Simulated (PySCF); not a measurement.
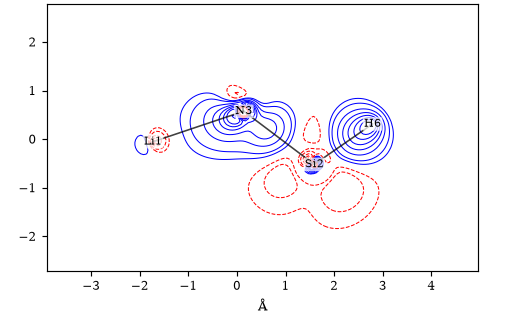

Figure. H5LiNSi, charge +1, SMILES `[Li+].[SiH3]N`. Deformation density (molecule less spherical, spin-averaged free atoms) in the plane of Li1, Si2, N3 and H6; contours at ±0.05 to ±0.8 e/Å³; solid blue lines: gain, dashed red lines: loss.

Level of theory: BP86/def2-TZVP (PySCF), at a geometry from GFN2-xTB. The pair's geometry is semi-empirical, so its contact may be too short or too long. GFN2-xTB bond lengths at metals and heavier atoms can be off by up to 0.1 Å and shapes distorted, which carries into these values.

Coordinates in Å:

```
Li1     -2.4262   -0.8148    0.0003
Si2      0.8531   -0.1245   -0.0000
N3      -0.8835    0.4107   -0.0001
H4       0.9160   -0.9020    1.2380
H5       0.9159   -0.9027   -1.2376
H6       1.6978    1.0663    0.0005
H7      -1.0051    1.0249   -0.8045
H8      -1.0050    1.0254    0.8039
```

**Describe the bonding that the map shows.**

Si2–H6: +0.25 e/Å³ at the bond critical point (bond length 1.46 Å, Mayer order 1.0). Si2–N3: +0.08 e/Å³ at the bond critical point (bond length 1.82 Å, Mayer order 0.9); up to 0.6 Å beside the axis the gain reaches +0.37 e/Å³. Li1–N3: +0.07 e/Å³ at the bond critical point (bond length 1.97 Å, Mayer order 0.2). In all, 1.5 electrons gather in the regions of gain relative to the promolecule of neutral atoms (the regions of loss give up this much and the cation's charge besides). A small or negative value marks a very polar bond, one between electron-rich atoms, whose free-atom densities already overlap strongly, a long bond to a heavier atom, or a closed-shell contact such as a hydrogen bond.

**Where do the Hirshfeld charges lie?**

The highest Hirshfeld charge is on Li1 (+0.72 e), the lowest on N3 (−0.29 e).
